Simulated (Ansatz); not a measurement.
**C2H6FNO (SMILES COC(N)F): density, localisation and related maps**

Input file:

```
crystal:
  periodic: [false, false, false]
  atoms:
    - {symbol: C, position_ang: [-1.581368, 0.362376, 0.406793]}
    - {symbol: O, position_ang: [-0.555684, -0.548677, 0.073699]}
    - {symbol: C, position_ang: [0.680174, 0.016874, -0.033938]}
    - {symbol: N, position_ang: [1.616981, -1.003353, -0.239429]}
    - {symbol: F, position_ang: [0.656172, 0.942878, -1.102567]}
    - {symbol: H, position_ang: [-1.346685, 0.891060, 1.338696]}
    - {symbol: H, position_ang: [-1.739989, 1.092627, -0.390365]}
    - {symbol: H, position_ang: [-2.486778, -0.225089, 0.549146]}
    - {symbol: H, position_ang: [0.943164, 0.629547, 0.838877]}
    - {symbol: H, position_ang: [2.539428, -0.626268, -0.402777]}
    - {symbol: H, position_ang: [1.339882, -1.588976, -1.017333]}
basis:
  gaussian: {orbitals: def2-TZVPP}
hamiltonian: {xc: pbe0, dispersion: d4}
output: {orbitals: {seedname: orbitals}}
```

Run with:

```sh
ansatz run in.yaml --threads 4 --pin off --events-out ev --progress --plain --max-ram 10444MiB
```

Geometry: PBE0-D4/def2-TZVP.

Method: Ansatz, RKS PBE0-D4/def2-TZVPP.

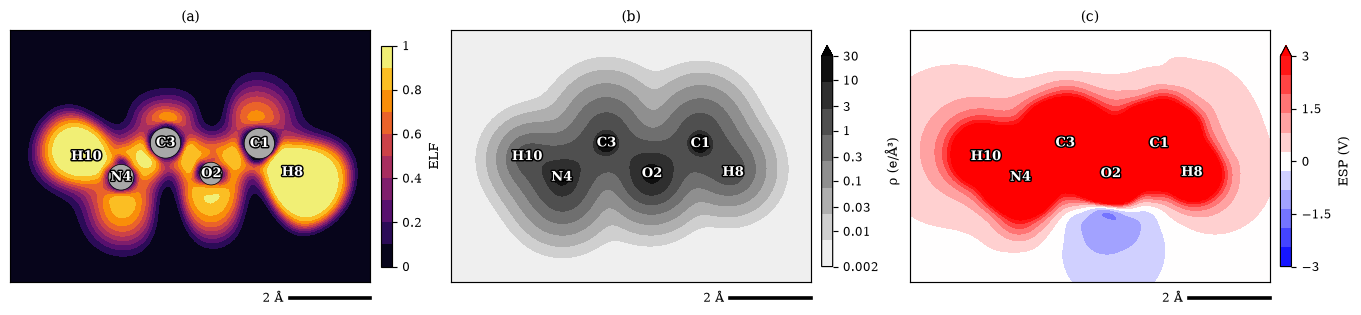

Figure 1. (a) electron localisation function; (b) electron density; (c) electrostatic potential on the plane of atoms C1, O2 and C3. Grey discs cover the atomic cores in the ELF map.

Q: Interpret the plot.

A: The section cuts through C, O, N and H sites.
C–O (1.36 Å): ρ is about 2.4 e/Å³ halfway, with its minimum of 2.1 e/Å³ about 0.5 Å from C; the ELF peaks at about 0.90 between the atoms; a shared but strongly polarised pair.
C–N (1.40 Å): ρ at the midpoint is about 2.2 e/Å³; the ELF peaks at about 0.95 between the atoms: a covalent bond.
N–H (1.01 Å): the density is about 2.9 e/Å³ at the midpoint; the ELF climbs to about 1 towards the hydrogen, as it does in any bond to H; a covalent bond by its length.
C–O (1.41 Å): ρ is about 2 e/Å³ halfway, with its minimum of 1.7 e/Å³ about 0.5 Å from C; the ELF peaks at about 0.90 between the atoms: a shared but strongly polarised pair.
C–H (1.09 Å): ρ at the midpoint is about 2.1 e/Å³; the ELF climbs to about 1 towards the hydrogen; a covalent bond by its length.
The ELF also peaks beside O2, away from the bonds: lone-pair regions.
Outside the dense part of the molecule the potential is most negative (−1.4 V) near O2.

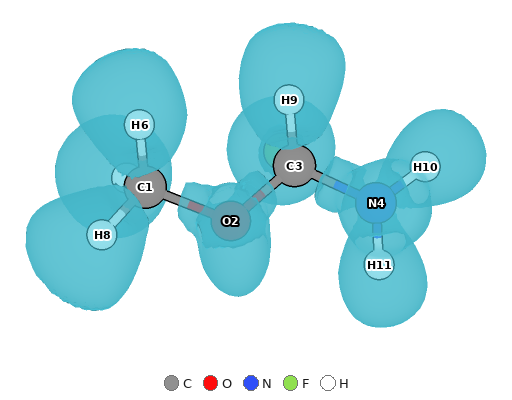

Figure 2. Isosurface of the electron localisation function at 0.75 (cyan), seen at a tilt. Core shells and regions of very low density are left out.

Q: Identify the bonds, lone pairs and shells in this picture.

A: At this value the surface marks out four regions around hydrogen nuclei, one region on F in which the atom's valence shell and bonds are merged, one region on O in which the atom's valence shell and bonds are merged and one joined region spread over several atoms (H, N), in which their bonds and any lone pairs are merged.

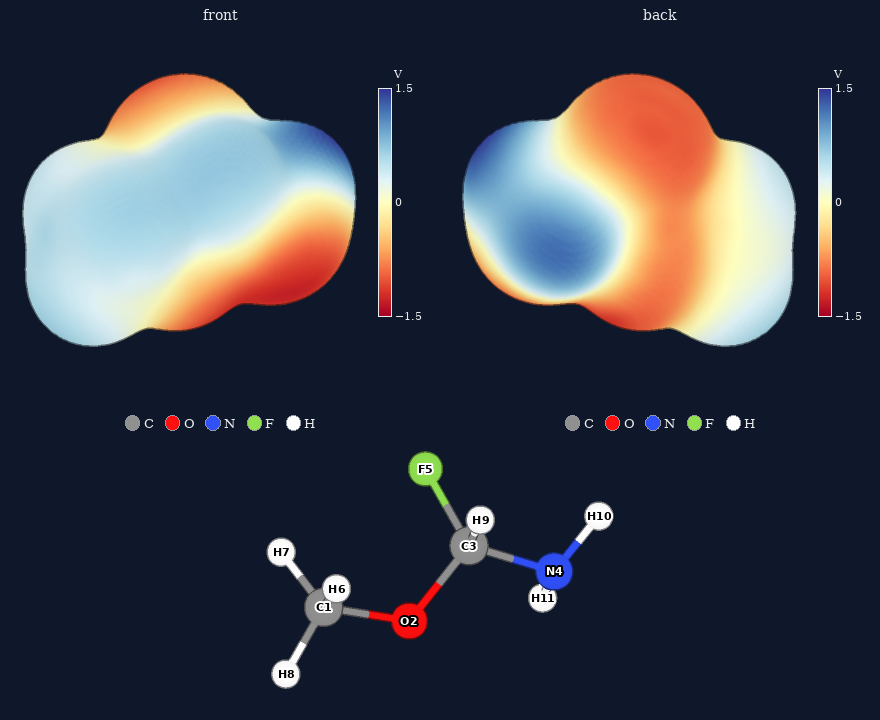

Figure 3. The electrostatic potential painted on the density surface at 0.001 e/bohr³, seen from the front and from behind; red is negative and blue positive. The bare structure is drawn below in the same view.

Q: Which sites attract a positive test charge, and which a negative one?

A: A positive charge is drawn to the negative regions and a negative charge to the positive ones. The most negative region (about −1.3 V, or −30 kcal/mol for a unit charge) lies over N4, the most positive (about +1.4 V, or +32 kcal/mol for a unit charge) over H10. N4 is the likeliest acceptor of a hydrogen bond.
